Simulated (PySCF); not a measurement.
**C5H13AlSi: a tour of settings**

Aim: see how C5H13AlSi (`[SiH3]C[C@@H]1C[CH2][AlH][CH2]1`) answers to the choice of functional, basis, grid and SCF options.

Computed with PySCF 2.14.0, with density-fitted response routines of our own, on a single molecule in the gas phase. Atoms count from 0, in the outputs and in this text.

## Step 1: The molecule as given

20 atoms, charge 0, multiplicity 1; geometry from: GFN2-xTB.

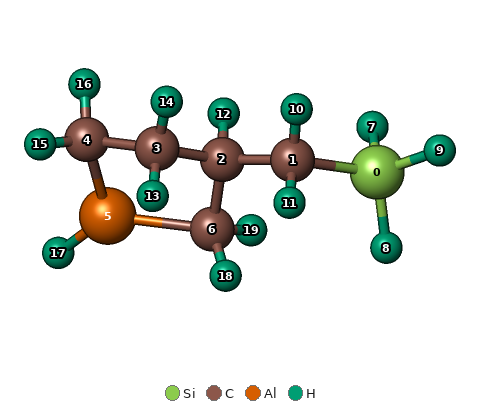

As it starts; silicon green, carbon brown, aluminium orange, hydrogen teal, atoms numbered.

## Step 2: NMR shieldings: PBE0/pcSseg-1

The job: settings as JSON, then the geometry in Å.

```
{"job": {"kind": "nmr", "xc": "PBE0", "basis": "pcSseg-1"}, "charge": 0, "multiplicity": 1}
Si     2.757607     0.384292    -0.754655
C      1.408628    -0.655595     0.091462
C      0.062119     0.053280     0.237467
C     -0.959138    -0.859694     0.945920
C     -2.273542    -0.102936     1.238856
Al    -2.371060     0.866400    -0.503703
C     -0.506595     0.520475    -1.121215
H      2.731112     1.748800    -0.219556
H      2.559634     0.425608    -2.205811
H      4.061413    -0.225692    -0.479778
H      1.757785    -0.952005     1.084770
H      1.256887    -1.583081    -0.466908
H      0.202645     0.938274     0.873237
H     -1.166930    -1.709521     0.287140
H     -0.516841    -1.256937     1.864560
H     -3.054569    -0.816168     1.522332
H     -2.126173     0.536158     2.120108
H     -3.529532     1.644749    -1.157609
H     -0.393024    -0.295061    -1.848912
H      0.094427     1.349334    -1.510742
```

Method: GIAO PBE0/pcSseg-1 NMR shielding, non-relativistic, gas phase.

Started as:

```sh
> OMP_NUM_THREADS=1 python probes_run.py task.json out
```

This one command runs all jobs of the session in turn.

Standard output:

```text
coarse grid: 16744 points
cycle   1  E = -729.6084828561  dE =  4.221e-01  |g| = 5.331e-01  |ddm| = 3.906e+00
cycle   2  E = -729.5583214159  dE =  5.016e-02  |g| = 6.814e-01  |ddm| = 1.158e+00
cycle   3  E = -729.6869365270  dE = -1.286e-01  |g| = 5.290e-02  |ddm| = 7.353e-01
cycle   4  E = -729.6875447123  dE = -6.082e-04  |g| = 2.617e-02  |ddm| = 8.806e-02
cycle   5  E = -729.6877007472  dE = -1.560e-04  |g| = 5.598e-03  |ddm| = 2.568e-02
cycle   6  E = -729.6877082999  dE = -7.553e-06  |g| = 1.030e-03  |ddm| = 5.936e-03
final grid: 149696 points
cycle   7  E = -729.7298881243  dE = -3.931e-05  |g| = 8.576e-03  |ddm| = 3.299e-02
cycle   8  E = -729.7298731011  dE =  1.502e-05  |g| = 1.134e-02  |ddm| = 1.932e-02
cycle   9  E = -729.7299079438  dE = -3.484e-05  |g| = 5.322e-04  |ddm| = 1.132e-02
cycle  10  E = -729.7299079986  dE = -5.484e-08  |g| = 2.061e-04  |ddm| = 7.959e-04
cycle  11  E = -729.7299080083  dE = -9.730e-09  |g| = 5.095e-05  |ddm| = 1.958e-04
cycle  12  E = -729.7299080089  dE = -5.771e-10  |g| = 1.159e-05  |ddm| = 5.749e-05
converged SCF energy = -729.7299080089

GIAO shielding tensors (ppm)
atom      isotropic    diamagn.    paramagn.     s11        s22        s33       span
  0 Si     423.019     879.495    -456.476    391.932    410.058    467.067     75.135
  1 C      164.184     250.070     -85.887    147.123    153.479    191.949     44.826
  2 C      141.612     251.027    -109.415    127.672    136.768    160.398     32.725
  3 C      141.462     250.504    -109.042    121.878    136.309    166.199     44.321
  4 C      170.017     251.283     -81.266    156.312    169.103    184.636     28.324
  5 Al     243.756     795.071    -551.314    204.270    211.743    315.257    110.987
  6 C      163.742     250.710     -86.968    149.609    157.602    184.016     34.407
  7 H       28.006      29.378      -1.372     24.652     26.481     32.885      8.233
  8 H       27.707      29.092      -1.384     24.019     26.660     32.443      8.423
  9 H       27.841      28.382      -0.541     24.326     25.369     33.828      9.502
 10 H       30.419      32.039      -1.620     24.551     29.621     37.086     12.536
 11 H       31.126      32.362      -1.236     27.148     30.631     35.599      8.451
 12 H       30.643      35.397      -4.755     27.034     30.305     34.589      7.556
 13 H       30.869      33.630      -2.761     26.489     31.154     34.962      8.473
 14 H       29.318      32.887      -3.569     23.751     29.993     34.210     10.458
 15 H       30.635      29.467       1.168     25.534     28.417     37.954     12.420
 16 H       31.090      30.652       0.438     26.189     29.034     38.048     11.859
 17 H       25.708      28.274      -2.565     22.776     23.147     31.202      8.426
 18 H       31.841      32.360      -0.519     28.407     29.641     37.476      9.069
 19 H       30.686      32.075      -1.390     25.881     30.232     35.944     10.063
```

Wall time 54 s (1 thread of AMD EPYC 7R13, shared host); peak memory 0.89 GiB.

The references, computed at this level on geometries of the same kind, shield at (ppm): 1H TMS 31.72, 13C TMS 186.9, 29Si TMS 349.2, 27Al AlH4- 490.0. Their shielding less the atom's gives the shift. The references are single molecules in the gas phase. Shifts against hydride references such as AlH4− lie on their own scale. Atoms listed in one row are averaged.

```
     atoms                                                   environment  σ (ppm)  δ (ppm)
        C3                                             sp3 CH2 in a ring    141.5     45.5
        C2                                              sp3 CH in a ring    141.6     45.3
        C6                                          sp3 CH2 bonded to Al    163.7     23.2
        C1                                          sp3 CH2 bonded to Si    164.2     22.7
        C4                                          sp3 CH2 bonded to Al    170.0     16.9
       H17  hydrogen on an aluminium bonded to 2 C, in a 5-membered ring    25.71     6.01
H7, H8, H9                             hydrogen on a silicon bonded to C    27.85     3.87
       H14                              hydrogen on an sp3 CH2 in a ring    29.32     2.40
       H10                           hydrogen on an sp3 CH2 bonded to Si    30.42     1.30
       H15                           hydrogen on an sp3 CH2 bonded to Al    30.63     1.08
       H12                               hydrogen on an sp3 CH in a ring    30.64     1.07
       H19                           hydrogen on an sp3 CH2 bonded to Al    30.69     1.03
       H13                              hydrogen on an sp3 CH2 in a ring    30.87     0.85
       H16                           hydrogen on an sp3 CH2 bonded to Al    31.09     0.63
       H11                           hydrogen on an sp3 CH2 bonded to Si    31.13     0.59
       H18                           hydrogen on an sp3 CH2 bonded to Al    31.84    -0.12
       Si0                                      silicon bonded to C, 3 H    423.0    -73.9
       Al5              aluminium bonded to 2 C, H, in a 5-membered ring    243.8    246.2
```

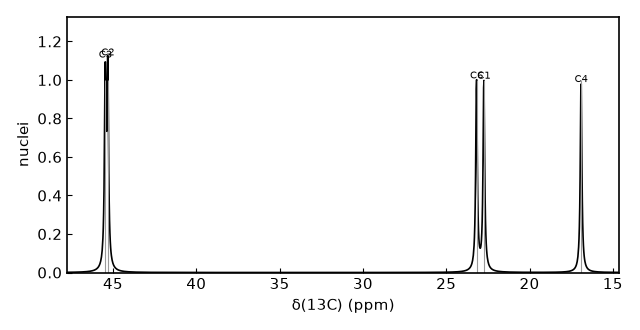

13C lines at the computed shifts, without couplings. Lines are broadened to a width of 0.11 ppm (Lorentzian).

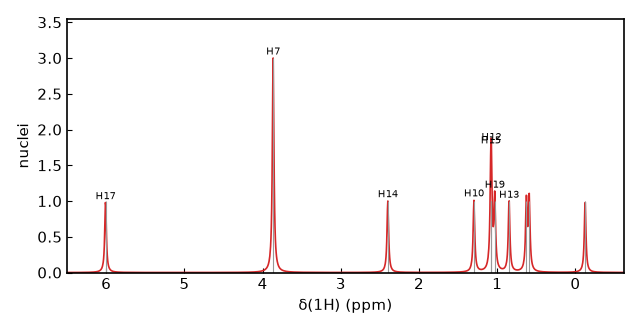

1H lines at the computed shifts, without couplings. Lines are broadened to a width of 0.02 ppm (Lorentzian).

The run also stored atomic charges by several schemes (e):

```
atoms  Mulliken    IAO  Hirshfeld  ESP fit
  Si0      0.48   0.59       0.31     0.49
   C1     -0.44  -0.53      -0.16    -0.46
   C2     -0.34  -0.09      -0.03     0.47
   C3     -0.19  -0.25      -0.08     0.20
   C4     -0.57  -0.62      -0.22    -0.74
  Al5      0.90   0.88       0.54     0.89
   C6     -0.54  -0.61      -0.22    -0.75
```

IAO charges:

Si0 0.59; C1 -0.53; C2 -0.09; C3 -0.25; C4 -0.62; Al5 0.88; C6 -0.61; H7 -0.12; H8 -0.12; H9 -0.12; H10 0.14; H11 0.14; H12 0.11; H13 0.12; H14 0.13; H15 0.14; H16 0.14; H17 -0.21; H18 0.14; H19 0.14

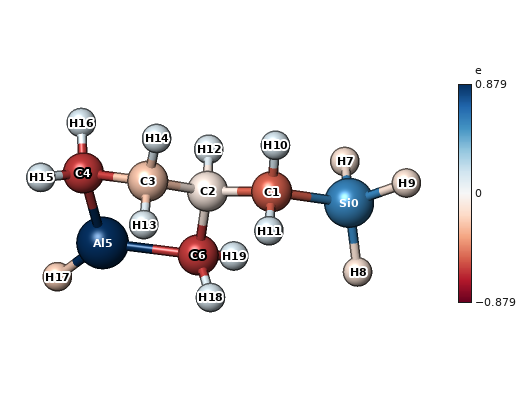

IAO charges, as colours on the atoms.

Mayer bond orders: Si0–C1 0.92, C1–C2 1.03, C2–C3 0.99, C3–C4 1.00, C4–Al5 0.86, Al5–C6 0.85, C6–C2 0.97.

Ring of atoms C2, C3, C4, Al5, C6: NICS(0) -3.5, NICS(1) -3.4, NICS(1)zz -1.0 ppm (means of both faces).

## Step 3: TDDFT and polarisability: PBE0/def2-SVPD

The job, as its differences from that of step 2:

```diff
@@ -1,2 +1,2 @@
-{"job": {"kind": "nmr", "xc": "PBE0", "basis": "pcSseg-1"}, "charge": 0, "multiplicity": 1}
+{"job": {"kind": "uv", "xc": "PBE0", "basis": "def2-SVPD", "nstates": 6, "ntriplets": 2}, "charge": 0, "multiplicity": 1}
 Si     2.757607     0.384292    -0.754655
```

With the program's defaults for keys left out, this is: TDDFT PBE0/def2-SVPD, vertical, gas phase, core orbitals frozen in the response.

Standard output:

```text
coarse grid: 16744 points
cycle   1  E = -729.3046046978  dE =  3.692e-01  |g| = 5.146e-01  |ddm| = 6.055e+00
cycle   2  E = -729.2552314813  dE =  4.937e-02  |g| = 6.607e-01  |ddm| = 1.839e+00
cycle   3  E = -729.3799250196  dE = -1.247e-01  |g| = 5.420e-02  |ddm| = 1.068e+00
cycle   4  E = -729.3806044773  dE = -6.795e-04  |g| = 2.800e-02  |ddm| = 1.777e-01
cycle   5  E = -729.3807939225  dE = -1.894e-04  |g| = 5.247e-03  |ddm| = 5.267e-02
cycle   6  E = -729.3808011819  dE = -7.259e-06  |g| = 1.091e-03  |ddm| = 1.275e-02
final grid: 149696 points
cycle   7  E = -729.4812370952  dE = -4.627e-05  |g| = 8.241e-03  |ddm| = 1.670e-01
cycle   8  E = -729.4812226039  dE =  1.449e-05  |g| = 1.093e-02  |ddm| = 3.231e-02
cycle   9  E = -729.4812559118  dE = -3.331e-05  |g| = 5.080e-04  |ddm| = 1.764e-02
cycle  10  E = -729.4812559737  dE = -6.190e-08  |g| = 2.197e-04  |ddm| = 1.734e-03
cycle  11  E = -729.4812559853  dE = -1.158e-08  |g| = 4.837e-05  |ddm| = 4.158e-04
cycle  12  E = -729.4812559859  dE = -6.060e-10  |g| = 1.267e-05  |ddm| = 1.304e-04
converged SCF energy = -729.4812559859

Static polarisability (au): isotropic 112.444, principal 91.472 109.904 135.958

Singlet excitations
state   eV       nm        f      main configurations
  1   4.6265    268.0   0.00072   H->L 0.99
  2   5.0766    244.2   0.00015   H-1->L 0.98
  3   6.0618    204.5   0.00124   H-2->L 0.98
  4   6.3129    196.4   0.02499   H->L+1 0.97
  5   6.8067    182.2   0.00239   H-3->L 0.93
  6   6.8626    180.7   0.02564   H-1->L+1 0.94

Triplet excitations (Tamm-Dancoff, eV): 4.3251 4.6855
```

Wall time 57 s (1 thread of AMD EPYC 7R13, shared host); peak memory 1 GiB.

The orbitals next to the gap, with their largest atomic shares:

```
orbital     eV                        atoms
 HOMO−3  -9.05   C2 21 %, H12 13 %, C3 11 %
 HOMO−2  -8.16   C1 26 %, Si0 18 %, C3 13 %
 HOMO−1  -7.66  Al5 22 %, H17 19 %, C6 14 %
   HOMO  -7.20   C4 26 %, C6 25 %, Al5 18 %
   LUMO  -1.13  Al5 57 %, H17 12 %, C6 10 %
 LUMO+1   0.19    Al5 46 %, Si0 7 %, C6 5 %
 LUMO+2   0.71   Al5 26 %, Si0 17 %, C4 7 %
```

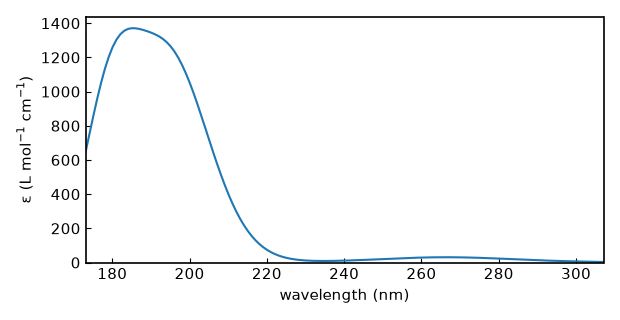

Absorption spectrum: each of the 6 states is a Gaussian band of 0.4 eV half-width at 1/e. Beyond the last state computed it falls off for lack of states.

Further results of this job:

```
           property  computed
  dipole moment (D)      0.81
polarisability (Å³)     16.66
 HOMO–LUMO gap (eV)      6.07
      −ε(HOMO) (eV)      7.20
```

## Step 4: Shielding tensors: CAM-B3LYP/pcSseg-1

The job, as its differences from that of step 3:

```diff
@@ -1,2 +1,2 @@
-{"job": {"kind": "uv", "xc": "PBE0", "basis": "def2-SVPD", "nstates": 6, "ntriplets": 2}, "charge": 0, "multiplicity": 1}
+{"job": {"kind": "nmr", "xc": "CAM-B3LYP", "basis": "pcSseg-1", "pop": true, "scf": {"level_shift": 0.3}}, "charge": 0, "multiplicity": 1}
 Si     2.757607     0.384292    -0.754655
```

Method: GIAO CAM-B3LYP/pcSseg-1 NMR shielding, non-relativistic, gas phase.

Standard output:

```text
final grid: 149696 points
cycle   1  E = -730.0505636365  dE =  5.981e-01  |g| = 3.722e-01  |ddm| = 3.779e+00
cycle   2  E = -730.0962999857  dE = -4.574e-02  |g| = 1.398e-01  |ddm| = 4.363e-01
cycle   3  E = -730.1027656948  dE = -6.466e-03  |g| = 4.570e-02  |ddm| = 1.705e-01
cycle   4  E = -730.1038082114  dE = -1.043e-03  |g| = 1.522e-02  |ddm| = 8.655e-02
cycle   5  E = -730.1039792379  dE = -1.710e-04  |g| = 6.128e-03  |ddm| = 4.159e-02
cycle   6  E = -730.1040123622  dE = -3.312e-05  |g| = 2.684e-03  |ddm| = 1.937e-02
cycle   7  E = -730.1040193346  dE = -6.972e-06  |g| = 1.133e-03  |ddm| = 9.176e-03
cycle   8  E = -730.1040207996  dE = -1.465e-06  |g| = 5.072e-04  |ddm| = 4.276e-03
cycle   9  E = -730.1040211039  dE = -3.043e-07  |g| = 2.230e-04  |ddm| = 1.907e-03
cycle  10  E = -730.1040211676  dE = -6.370e-08  |g| = 1.004e-04  |ddm| = 8.605e-04
cycle  11  E = -730.1040211808  dE = -1.317e-08  |g| = 4.593e-05  |ddm| = 3.827e-04
cycle  12  E = -730.1040211836  dE = -2.812e-09  |g| = 2.116e-05  |ddm| = 1.734e-04
cycle  13  E = -730.1040211842  dE = -5.969e-10  |g| = 9.668e-06  |ddm| = 7.737e-05
level shift removed, Fock matrix diagonalised once more
converged SCF energy = -730.1040211842

GIAO shielding tensors (ppm)
atom      isotropic    diamagn.    paramagn.     s11        s22        s33       span
  0 Si     415.387     878.990    -463.603    384.021    401.448    460.691     76.670
  1 C      162.041     249.620     -87.579    144.616    151.701    189.805     45.189
  2 C      139.394     250.051    -110.657    125.127    135.522    157.534     32.407
  3 C      139.223     249.622    -110.399    119.900    133.470    164.298     44.398
  4 C      168.782     250.487     -81.706    154.635    167.977    183.733     29.098
  5 Al     232.022     794.999    -562.977    188.072    198.797    309.197    121.125
  6 C      162.052     250.029     -87.976    147.309    156.229    182.619     35.310
  7 H       28.132      29.508      -1.376     24.817     26.625     32.953      8.136
  8 H       27.859      29.217      -1.359     24.202     26.833     32.541      8.339
  9 H       27.980      28.363      -0.383     24.479     25.542     33.918      9.439
 10 H       30.601      32.090      -1.488     24.895     29.819     37.091     12.196
 11 H       31.258      32.493      -1.235     27.403     30.734     35.636      8.233
 12 H       30.790      35.484      -4.694     27.234     30.453     34.683      7.450
 13 H       30.971      33.692      -2.721     26.634     31.284     34.996      8.362
 14 H       29.437      32.868      -3.431     23.945     30.162     34.203     10.258
 15 H       30.792      29.393       1.400     25.735     28.649     37.993     12.258
 16 H       31.227      30.756       0.471     26.366     29.254     38.062     11.696
 17 H       25.889      28.328      -2.440     22.970     23.310     31.387      8.417
 18 H       31.957      32.534      -0.577     28.601     29.777     37.495      8.895
 19 H       30.840      32.276      -1.436     26.110     30.379     36.032      9.922
```

Run time: 53 s. Hardware: 1 thread of AMD EPYC 7R13, shared host; peak memory 1.1 GiB.

This run: δ C3 45.9, C2 45.7, C1 23.1, C6 23.0, H17 5.89, H7 3.79 ppm (means over like atoms).

## Step 5: Shielding tensors: PBE0/pcseg-1

The job, as its differences from that of step 4:

```diff
@@ -1,2 +1,2 @@
-{"job": {"kind": "nmr", "xc": "CAM-B3LYP", "basis": "pcSseg-1", "pop": true, "scf": {"level_shift": 0.3}}, "charge": 0, "multiplicity": 1}
+{"job": {"kind": "nmr", "xc": "PBE0", "basis": "pcseg-1", "pop": true}, "charge": 0, "multiplicity": 1}
 Si     2.757607     0.384292    -0.754655
```

Level: GIAO PBE0/pcseg-1 NMR shielding, non-relativistic, gas phase.

Standard output:

```text
coarse grid: 16744 points
cycle   1  E = -729.5979410247  dE =  4.182e-01  |g| = 4.917e-01  |ddm| = 4.277e+00
cycle   2  E = -729.5575125153  dE =  4.043e-02  |g| = 6.205e-01  |ddm| = 1.204e+00
cycle   3  E = -729.6663467576  dE = -1.088e-01  |g| = 4.740e-02  |ddm| = 7.342e-01
cycle   4  E = -729.6668554990  dE = -5.087e-04  |g| = 2.468e-02  |ddm| = 9.073e-02
cycle   5  E = -729.6670012282  dE = -1.457e-04  |g| = 4.687e-03  |ddm| = 2.757e-02
cycle   6  E = -729.6670069708  dE = -5.743e-06  |g| = 9.253e-04  |ddm| = 6.219e-03
final grid: 149696 points
cycle   7  E = -729.7091583197  dE = -3.234e-05  |g| = 8.187e-03  |ddm| = 3.255e-02
cycle   8  E = -729.7091444040  dE =  1.392e-05  |g| = 1.085e-02  |ddm| = 2.006e-02
cycle   9  E = -729.7091768567  dE = -3.245e-05  |g| = 4.440e-04  |ddm| = 1.198e-02
cycle  10  E = -729.7091769040  dE = -4.726e-08  |g| = 1.815e-04  |ddm| = 8.122e-04
cycle  11  E = -729.7091769118  dE = -7.851e-09  |g| = 3.710e-05  |ddm| = 1.914e-04
cycle  12  E = -729.7091769122  dE = -3.556e-10  |g| = 1.106e-05  |ddm| = 5.858e-05
converged SCF energy = -729.7091769122

GIAO shielding tensors (ppm)
atom      isotropic    diamagn.    paramagn.     s11        s22        s33       span
  0 Si     417.349     880.566    -463.216    386.576    407.705    457.767     71.191
  1 C      171.767     247.611     -75.843    155.196    161.225    198.881     43.684
  2 C      149.216     249.792    -100.576    135.835    142.804    169.011     33.177
  3 C      149.631     249.557     -99.926    129.450    144.661    174.782     45.332
  4 C      177.630     249.745     -72.115    164.255    175.996    192.639     28.384
  5 Al     250.147     795.376    -545.230    214.049    230.597    305.794     91.745
  6 C      171.727     248.344     -76.618    157.050    166.232    191.898     34.848
  7 H       28.168      29.594      -1.426     24.735     26.646     33.123      8.388
  8 H       27.872      29.290      -1.417     24.113     26.805     32.699      8.586
  9 H       27.999      28.694      -0.695     24.464     25.473     34.059      9.595
 10 H       30.541      31.611      -1.071     24.618     29.797     37.207     12.588
 11 H       31.223      31.782      -0.560     27.113     30.795     35.760      8.648
 12 H       30.865      35.012      -4.147     27.225     30.699     34.671      7.446
 13 H       31.031      33.304      -2.273     26.749     31.240     35.105      8.357
 14 H       29.516      32.565      -3.049     24.009     30.164     34.376     10.367
 15 H       30.729      29.776       0.953     25.619     28.464     38.104     12.485
 16 H       31.217      30.511       0.706     26.318     29.135     38.197     11.879
 17 H       25.627      28.454      -2.827     22.566     23.089     31.226      8.660
 18 H       31.956      31.997      -0.041     28.510     29.687     37.671      9.161
 19 H       30.774      31.934      -1.160     25.929     30.384     36.008     10.079
```

It took 28 s on 1 thread of AMD EPYC 7R13, shared host; peak memory 0.82 GiB.

Key values: δ C2 47.7, C3 47.3, C6 25.2, C1 25.2, H17 6.25, H7 3.86 ppm (means over like atoms).

[end of part 1 of 2]
